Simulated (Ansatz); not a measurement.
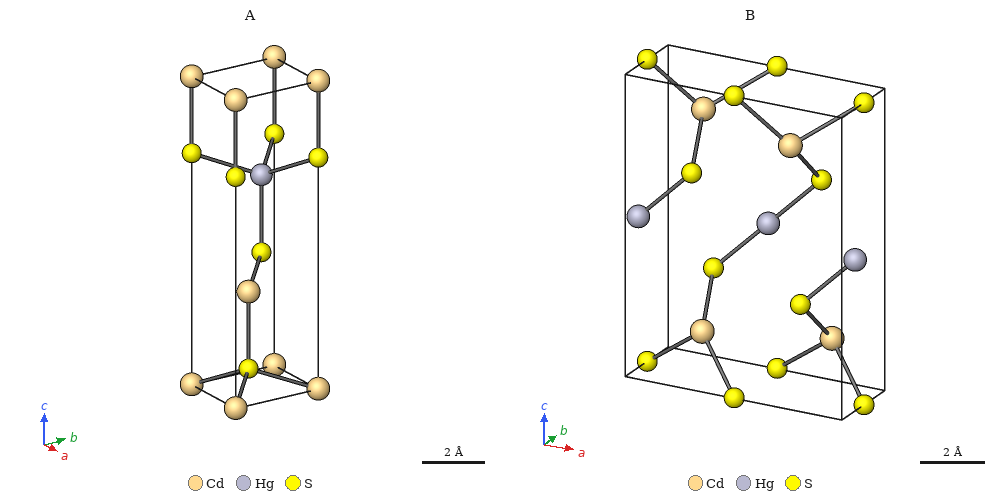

Two structures of Cd$_{2}$HgS$_{3}$, each relaxed to rest (conventional cells in solid outline, small ones repeated, not to one scale). Method: DFT PBE, scalar-relativistic, plane waves, PAW in Ansatz 0.2.0, without spin polarisation.

Which structures are these?

A: 6 atoms a cell on a primitive hexagonal lattice, P3m1. B: 12 atoms a cell on a base-centred monoclinic lattice, C2.

What is the energy order of the two?

A is lower, by 69 meV/atom at this level of theory (energies at zero smearing). Volumes: A 26.3, B 24.1 Å³/atom.

One or both may be structure types tried for this composition rather than known phases.
